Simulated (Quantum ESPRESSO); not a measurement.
# Cl on fcc sites of Rh(111), stepped through the coverage, part 9 of 10

Wanted: a table for Cl on fcc sites of Rh(111) against the coverage, and what can be fitted to it.

Quantum ESPRESSO 7.5; plane-wave DFT, PBE, GBRV ultrasoft pseudopotentials.

So far. Step 9 (Relaxation with pw.x, 0.75 ML): The relaxation lowers the energy by 10 meV an atom. On the free atoms the largest force ends at 0.034 eV/Å. Step 10 (Self-consistent run, 0.75 ML): Inside the slab this potential holds the local part of the pseudopotentials, which can be repulsive at the nuclei; only its value in the vacuum has a meaning of its own.

### Step 11. Relaxing the ions, 1 ML

System of this step: Rh(111), 3 layers, 1 sites a cell, 1 Cl on fcc sites. The cell holds 4 atoms: 3 Rh and 1 Cl. Cell: a = 2.710 Å, b = 2.710 Å, c = 20.442 Å, α = 90.0°, β = 90.0°, γ = 60.0°. It derives from Rh. Vacuum lies along c.

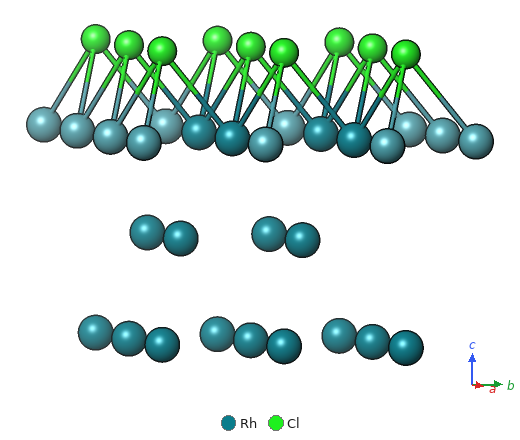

The cell of this step (rhodium blue, chlorine green). 2×2×1 cells are drawn. Some periodic images of atoms are drawn too.

File m8.relax.in:

```
&control
  prefix = 'm8.relax'
  outdir = './out'
  pseudo_dir = './pseudo'
  nstep = 70
  forc_conv_thr = 0.0015
  calculation = 'relax'
/
&system
  ibrav = 0
  nat = 4
  ntyp = 2
  ecutwfc = 40
  ecutrho = 200
  occupations = 'smearing'
  smearing = 'mv'
  degauss = 0.02
/
&electrons
  conv_thr = 1e-07
  mixing_beta = 0.3
  electron_maxstep = 120
  mixing_mode = 'local-TF'
/
&ions
/
ATOMIC_SPECIES
  Rh  102.9055  rh_pbe_v1.4.uspp.F.UPF
  Cl  35.4500  cl_pbe_v1.4.uspp.F.UPF
CELL_PARAMETERS angstrom
  2.70966521178718 0.00000000000000 0.00000000000000
  1.35483260589359 2.34663890915864 0.00000000000000
  0.00000000000000 0.00000000000000 20.44213881894749
ATOMIC_POSITIONS crystal
  Rh  0.000000000000 0.000000000000 0.345317623737 0 0 0
  Rh  0.333333333400 0.333333333400 0.453546630519 0 0 0
  Rh  0.666666666700 0.666666666700 0.561775637301
  Cl  0.000000000000 0.000000000000 0.654682376263
K_POINTS automatic
  10 10 1 0 0 0
```

Started as:

```
$ OMP_NUM_THREADS=1 mpirun -n 16 pw.x -nk 4 -in m8.relax.in > m8.relax.out
```

The program printed:

```text
[banner, memory and clock lines left out]
Program PWSCF v.7.5 starts
[...]
Message from routine setup:
[...]
number of electrons       =        52.00
     number of Kohn-Sham states=           31
     kinetic-energy cutoff     =      40.0000  Ry
     charge density cutoff     =     200.0000  Ry
[...]
number of k points=    14  Marzari-Vanderbilt smearing, width (Ry)=  0.0200
[...]
Dense  grid:    41957 G-vectors     FFT dimensions: (  24,  24, 180)
[...]
negative rho (up, down):  1.919E-01 0.000E+00
     Starting wfcs are   40 randomized atomic wfcs
[...]
negative rho (up, down):  1.977E-01 0.000E+00
[...]
estimated scf accuracy    <      86.17499527 Ry
[...]
negative rho (up, down):  2.177E-01 0.000E+00
[...]
estimated scf accuracy    <      44.13355734 Ry
[...]
negative rho (up, down):  2.139E-01 0.000E+00
[...]
estimated scf accuracy    <      12.79431485 Ry
[...]
negative rho (up, down):  2.206E-01 0.000E+00
[...]
estimated scf accuracy    <       9.62280601 Ry
[...]
negative rho (up, down):  2.254E-01 0.000E+00
[...]
estimated scf accuracy    <       1.35073545 Ry
[...]
negative rho (up, down):  2.232E-01 0.000E+00
[...]
estimated scf accuracy    <       0.20790847 Ry
[...]
negative rho (up, down):  2.179E-01 0.000E+00
[...]
estimated scf accuracy    <       0.96969757 Ry
[...]
negative rho (up, down):  2.132E-01 0.000E+00
[...]
estimated scf accuracy    <       6.57755580 Ry
[...]
negative rho (up, down):  2.116E-01 0.000E+00
[...]
estimated scf accuracy    <       1.95852187 Ry
[...]
negative rho (up, down):  2.027E-01 0.000E+00
[...]
estimated scf accuracy    <       0.95119810 Ry
[...]
negative rho (up, down):  2.000E-01 0.000E+00
[...]
estimated scf accuracy    <       0.38329503 Ry
[...]
negative rho (up, down):  1.942E-01 0.000E+00
[...]
estimated scf accuracy    <       0.07069930 Ry
[...]
negative rho (up, down):  1.945E-01 0.000E+00
[...]
estimated scf accuracy    <       0.06132902 Ry
[...]
negative rho (up, down):  1.955E-01 0.000E+00
[...]
estimated scf accuracy    <       0.00609158 Ry
[...]
negative rho (up, down):  1.989E-01 0.000E+00
[...]
estimated scf accuracy    <       0.01375892 Ry
[...]
negative rho (up, down):  2.007E-01 0.000E+00
[...]
estimated scf accuracy    <       0.00116233 Ry
[...]
negative rho (up, down):  1.993E-01 0.000E+00
[...]
estimated scf accuracy    <       0.00993033 Ry
[...]
negative rho (up, down):  1.985E-01 0.000E+00
[...]
estimated scf accuracy    <       0.00109495 Ry
[...]
negative rho (up, down):  1.970E-01 0.000E+00
[...]
estimated scf accuracy    <       0.00005425 Ry
[...]
negative rho (up, down):  1.968E-01 0.000E+00
[...]
estimated scf accuracy    <       0.00002138 Ry
[...]
negative rho (up, down):  1.962E-01 0.000E+00
[...]
estimated scf accuracy    <       0.00000502 Ry
[...]
negative rho (up, down):  1.960E-01 0.000E+00
[...]
estimated scf accuracy    <       0.00000075 Ry
[...]
negative rho (up, down):  1.959E-01 0.000E+00
[...]
estimated scf accuracy    <       0.00000016 Ry
[...]
negative rho (up, down):  1.959E-01 0.000E+00
[...]
the Fermi energy is     5.1365 ev
!    total energy              =    -546.75526305 Ry
     estimated scf accuracy    <       0.00000006 Ry
     smearing contrib. (-TS)   =      -0.00309175 Ry
     internal energy E=F+TS    =    -546.75217130 Ry
[...]
one-electron contribution =   -3820.97559775 Ry
     hartree contribution      =    1927.94891466 Ry
     xc contribution           =     -99.32300039 Ry
     ewald contribution        =    1445.59751217 Ry
     convergence has been achieved in  24 iterations
     negative rho (up, down):  1.959E-01 0.000E+00
[...]
Total force =     0.064028     Total SCF correction =     0.001132
[...]
negative rho (up, down):  1.962E-01 0.000E+00
[...]
negative rho (up, down):  1.961E-01 0.000E+00
[...]
estimated scf accuracy    <       0.07842182 Ry
[...]
negative rho (up, down):  1.961E-01 0.000E+00
[...]
estimated scf accuracy    <       0.01030913 Ry
[...]
negative rho (up, down):  1.961E-01 0.000E+00
[...]
estimated scf accuracy    <       0.00280631 Ry
[...]
negative rho (up, down):  1.961E-01 0.000E+00
[...]
estimated scf accuracy    <       0.00060915 Ry
[...]
negative rho (up, down):  1.962E-01 0.000E+00
[...]
estimated scf accuracy    <       0.00005613 Ry
[...]
negative rho (up, down):  1.962E-01 0.000E+00
[...]
estimated scf accuracy    <       0.00000516 Ry
[...]
negative rho (up, down):  1.962E-01 0.000E+00
[...]
estimated scf accuracy    <       0.00000242 Ry
[...]
negative rho (up, down):  1.961E-01 0.000E+00
[...]
estimated scf accuracy    <       0.00000078 Ry
[...]
negative rho (up, down):  1.961E-01 0.000E+00
[...]
estimated scf accuracy    <       0.00000017 Ry
[...]
negative rho (up, down):  1.962E-01 0.000E+00
[...]
estimated scf accuracy    <       0.00000013 Ry
[...]
negative rho (up, down):  1.962E-01 0.000E+00
[...]
the Fermi energy is     5.0913 ev
!    total energy              =    -546.75865789 Ry
     estimated scf accuracy    <       0.00000004 Ry
     smearing contrib. (-TS)   =      -0.00268241 Ry
     internal energy E=F+TS    =    -546.75597548 Ry
[...]
one-electron contribution =   -3825.73191360 Ry
     hartree contribution      =    1930.28759838 Ry
     xc contribution           =     -99.30834873 Ry
     ewald contribution        =    1447.99668848 Ry
     convergence has been achieved in  11 iterations
     negative rho (up, down):  1.962E-01 0.000E+00
[...]
Total force =     0.042468     Total SCF correction =     0.000680
[...]
negative rho (up, down):  1.971E-01 0.000E+00
[...]
negative rho (up, down):  1.970E-01 0.000E+00
[...]
estimated scf accuracy    <       0.10520171 Ry
[...]
negative rho (up, down):  1.970E-01 0.000E+00
[...]
estimated scf accuracy    <       0.01075793 Ry
[...]
negative rho (up, down):  1.970E-01 0.000E+00
[...]
estimated scf accuracy    <       0.00383165 Ry
[...]
negative rho (up, down):  1.971E-01 0.000E+00
[...]
estimated scf accuracy    <       0.00073885 Ry
[...]
negative rho (up, down):  1.972E-01 0.000E+00
[...]
estimated scf accuracy    <       0.00009410 Ry
[...]
negative rho (up, down):  1.972E-01 0.000E+00
[...]
estimated scf accuracy    <       0.00008306 Ry
[...]
negative rho (up, down):  1.959E-01 0.000E+00
[...]
estimated scf accuracy    <       0.00000899 Ry
[...]
negative rho (up, down):  1.959E-01 0.000E+00
[...]
estimated scf accuracy    <       0.00000644 Ry
[...]
negative rho (up, down):  1.959E-01 0.000E+00
[...]
estimated scf accuracy    <       0.00000099 Ry
[...]
negative rho (up, down):  1.959E-01 0.000E+00
[...]
estimated scf accuracy    <       0.00000015 Ry
[...]
negative rho (up, down):  1.959E-01 0.000E+00
[...]
estimated scf accuracy    <       0.00000005 Ry
[...]
negative rho (up, down):  1.959E-01 0.000E+00
[...]
estimated scf accuracy    <       0.00000002 Ry
[...]
negative rho (up, down):  1.959E-01 0.000E+00
[...]
estimated scf accuracy    <          4.0E-09 Ry
[...]
negative rho (up, down):  1.959E-01 0.000E+00
[...]
estimated scf accuracy    <          1.9E-09 Ry
[...]
negative rho (up, down):  1.959E-01 0.000E+00
[...]
the Fermi energy is     4.9937 ev
!    total energy              =    -546.76176059 Ry
     estimated scf accuracy    <          8.6E-10 Ry
     smearing contrib. (-TS)   =      -0.00187517 Ry
     internal energy E=F+TS    =    -546.75988542 Ry
[...]
one-electron contribution =   -3832.03866952 Ry
     hartree contribution      =    1933.34687777 Ry
     xc contribution           =     -99.27966577 Ry
     ewald contribution        =    1451.21157209 Ry
     convergence has been achieved in  10 iterations
     negative rho (up, down):  1.959E-01 0.000E+00
[...]
Total force =     0.004244     Total SCF correction =     0.000092
[...]
negative rho (up, down):  1.965E-01 0.000E+00
[...]
negative rho (up, down):  1.965E-01 0.000E+00
[...]
estimated scf accuracy    <       0.00193568 Ry
[...]
negative rho (up, down):  1.965E-01 0.000E+00
[...]
estimated scf accuracy    <       0.00017059 Ry
[...]
negative rho (up, down):  1.965E-01 0.000E+00
[...]
estimated scf accuracy    <       0.00007589 Ry
[...]
negative rho (up, down):  1.965E-01 0.000E+00
[...]
estimated scf accuracy    <       0.00001311 Ry
[...]
negative rho (up, down):  1.965E-01 0.000E+00
[...]
estimated scf accuracy    <       0.00000262 Ry
[...]
negative rho (up, down):  1.965E-01 0.000E+00
[...]
estimated scf accuracy    <       0.00000024 Ry
[...]
negative rho (up, down):  1.965E-01 0.000E+00
[...]
estimated scf accuracy    <       0.00000011 Ry
[...]
negative rho (up, down):  1.965E-01 0.000E+00
[...]
estimated scf accuracy    <       0.00000002 Ry
[...]
negative rho (up, down):  1.965E-01 0.000E+00
[...]
estimated scf accuracy    <       0.00000001 Ry
[...]
negative rho (up, down):  1.964E-01 0.000E+00
[...]
estimated scf accuracy    <          2.6E-09 Ry
[...]
negative rho (up, down):  1.964E-01 0.000E+00
[...]
estimated scf accuracy    <          1.6E-09 Ry
[...]
negative rho (up, down):  1.964E-01 0.000E+00
[...]
the Fermi energy is     4.9886 ev
!    total energy              =    -546.76179963 Ry
     estimated scf accuracy    <          5.4E-10 Ry
     smearing contrib. (-TS)   =      -0.00188240 Ry
     internal energy E=F+TS    =    -546.75991723 Ry
[...]
one-electron contribution =   -3828.01801318 Ry
     hartree contribution      =    1931.33545204 Ry
     xc contribution           =     -99.27576378 Ry
     ewald contribution        =    1449.19840769 Ry
     convergence has been achieved in  12 iterations
     negative rho (up, down):  1.964E-01 0.000E+00
[...]
Total force =     0.004144     Total SCF correction =     0.000049
[...]
negative rho (up, down):  1.973E-01 0.000E+00
[...]
negative rho (up, down):  1.973E-01 0.000E+00
[...]
estimated scf accuracy    <       0.00997783 Ry
[...]
negative rho (up, down):  1.973E-01 0.000E+00
[...]
estimated scf accuracy    <       0.00084962 Ry
[...]
negative rho (up, down):  1.973E-01 0.000E+00
[...]
estimated scf accuracy    <       0.00037417 Ry
[...]
negative rho (up, down):  1.972E-01 0.000E+00
[...]
estimated scf accuracy    <       0.00006380 Ry
[...]
negative rho (up, down):  1.972E-01 0.000E+00
[...]
estimated scf accuracy    <       0.00001387 Ry
[...]
negative rho (up, down):  1.972E-01 0.000E+00
[...]
estimated scf accuracy    <       0.00000109 Ry
[...]
negative rho (up, down):  1.972E-01 0.000E+00
[...]
estimated scf accuracy    <       0.00000045 Ry
[...]
negative rho (up, down):  1.972E-01 0.000E+00
[...]
estimated scf accuracy    <       0.00000011 Ry
[...]
negative rho (up, down):  1.972E-01 0.000E+00
[...]
estimated scf accuracy    <       0.00000005 Ry
[...]
negative rho (up, down):  1.972E-01 0.000E+00
[...]
estimated scf accuracy    <       0.00000001 Ry
[...]
negative rho (up, down):  1.972E-01 0.000E+00
[...]
estimated scf accuracy    <          8.6E-09 Ry
[...]
negative rho (up, down):  1.972E-01 0.000E+00
[...]
estimated scf accuracy    <          2.5E-09 Ry
[...]
negative rho (up, down):  1.972E-01 0.000E+00
[...]
the Fermi energy is     4.9828 ev
!    total energy              =    -546.76185157 Ry
     estimated scf accuracy    <          2.3E-10 Ry
     smearing contrib. (-TS)   =      -0.00191120 Ry
     internal energy E=F+TS    =    -546.75994037 Ry
[...]
one-electron contribution =   -3820.74791348 Ry
     hartree contribution      =    1927.70055932 Ry
     xc contribution           =     -99.26968810 Ry
     ewald contribution        =    1445.55710190 Ry
     convergence has been achieved in  13 iterations
     negative rho (up, down):  1.972E-01 0.000E+00
[...]
Total force =     0.003293     Total SCF correction =     0.000026
[...]
negative rho (up, down):  1.977E-01 0.000E+00
[...]
negative rho (up, down):  1.977E-01 0.000E+00
[...]
estimated scf accuracy    <       0.02043109 Ry
[...]
negative rho (up, down):  1.977E-01 0.000E+00
[...]
estimated scf accuracy    <       0.00179128 Ry
[...]
negative rho (up, down):  1.976E-01 0.000E+00
[...]
estimated scf accuracy    <       0.00073616 Ry
[...]
negative rho (up, down):  1.976E-01 0.000E+00
[...]
estimated scf accuracy    <       0.00013089 Ry
[...]
negative rho (up, down):  1.976E-01 0.000E+00
[...]
estimated scf accuracy    <       0.00002685 Ry
[...]
negative rho (up, down):  1.976E-01 0.000E+00
[...]
estimated scf accuracy    <       0.00000201 Ry
[...]
negative rho (up, down):  1.976E-01 0.000E+00
[...]
estimated scf accuracy    <       0.00000096 Ry
[...]
negative rho (up, down):  1.976E-01 0.000E+00
[...]
estimated scf accuracy    <       0.00000020 Ry
[...]
negative rho (up, down):  1.976E-01 0.000E+00
[...]
estimated scf accuracy    <       0.00000006 Ry
[...]
negative rho (up, down):  1.976E-01 0.000E+00
[...]
estimated scf accuracy    <       0.00000003 Ry
[...]
negative rho (up, down):  1.975E-01 0.000E+00
[...]
estimated scf accuracy    <       0.00000001 Ry
[...]
negative rho (up, down):  1.975E-01 0.000E+00
[...]
estimated scf accuracy    <          3.4E-09 Ry
[...]
negative rho (up, down):  1.975E-01 0.000E+00
[...]
the Fermi energy is     4.9792 ev
!    total energy              =    -546.76188361 Ry
     estimated scf accuracy    <          6.4E-10 Ry
     smearing contrib. (-TS)   =      -0.00195561 Ry
     internal energy E=F+TS    =    -546.75992800 Ry
[...]
one-electron contribution =   -3812.07163163 Ry
     hartree contribution      =    1923.36619736 Ry
     xc contribution           =     -99.26338923 Ry
     ewald contribution        =    1441.20889551 Ry
     convergence has been achieved in  13 iterations
     negative rho (up, down):  1.975E-01 0.000E+00
[...]
Total force =     0.001521     Total SCF correction =     0.000155
[...]
```

Elapsed: 35 s, on 16 MPI ranks of Arm Neoverse V2, shared host; peak memory 1 GiB.

(Continued in part 10 of 10.)

[Logs are printed without paths, hosts, clocks, repeated set-up lines and the standing remarks that a program may print on its own settings, such as how far it seeks lower states.]

[Hosts, paths, dates, database ids (printed as entryN), source tags and the programs' standing remarks are cut or masked in the printed files.]

[Maps of the electrostatic potential energy from Ansatz leave out the sawtooth potential of an applied field or a dipole correction, so their vacuum need not be flat; planar profiles and work functions include it.]
